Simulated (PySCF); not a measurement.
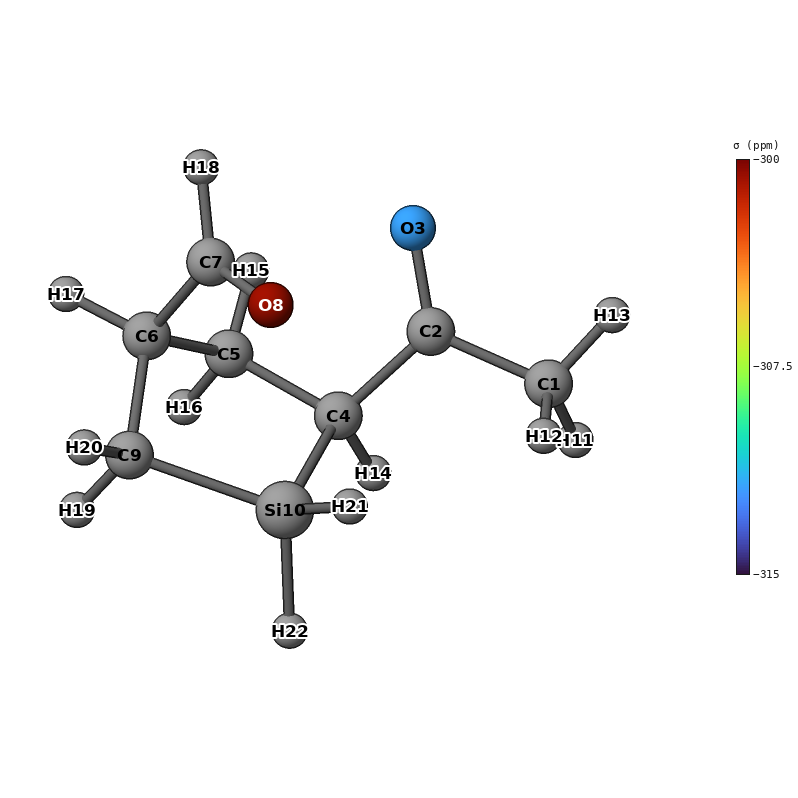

Atoms are coloured by their isotropic NMR shieldings (O only, the others grey). Computed geometry: GFN2-xTB optimisation. No frequency run is at hand to confirm it as a minimum. Method: GIAO PBE0/pcSseg-1 NMR shielding, non-relativistic, gas phase (PySCF 2.14.0).

List the isotropic NMR shieldings of the O atoms.

```csv
atom,σ (ppm)
O3,−311.8
O8,−300.7
```

The geometry is semi-empirical. Around Si such bond lengths and angles can be off by a tenth of an ångström or more and by several degrees, and values that hang on the shape move with them.
